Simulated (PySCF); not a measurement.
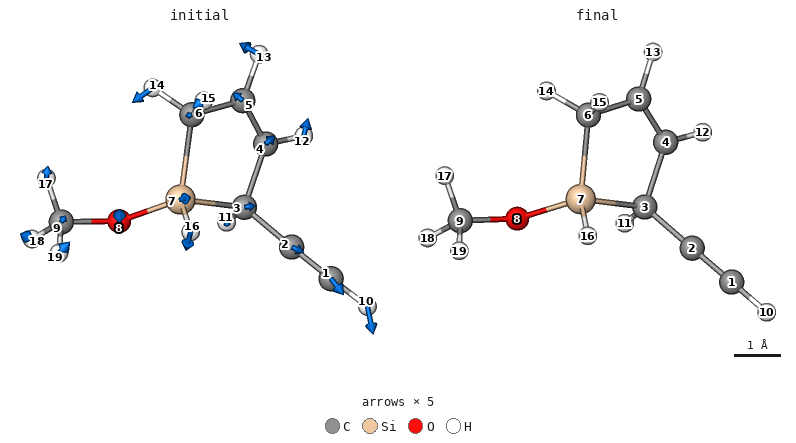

The structure of C₇H₁₀OSi before (left) and after (right) a relaxation, at one scale. The blue arrows give the displacements, 5 times their true length.

Style: ball-and-stick. Shown at a tilt.

The start comes from GFN2-xTB. Its atoms were then displaced at random by about 0.01 Å.

All numbers below come from PBE0-D3(BJ)/def2-SVP geometry optimisation, gas phase (PySCF 2.14.0, density-fitted response routines). 

Describe what moved and what it gained.

After 6 geometry steps the energy has fallen by 0.339 eV. H10 moves most after the best rigid fit: 0.14 Å. Largest moves by element: H 0.14 Å, C 0.10 Å, O 0.09 Å, Si 0.07 Å. Among the contacts that change: C4–C5 1.297 → 1.340 Å, C1–C2 1.170 → 1.213 Å, Si7–O8 1.627 → 1.665 Å, C9–H17 1.076 → 1.106 Å. Among the angles between lasting bonds that change: Si7–C3–H11 111.0° → 107.2°, C6–Si7–O8 116.9° → 113.5°, C6–Si7–H16 111.3° → 114.5°.
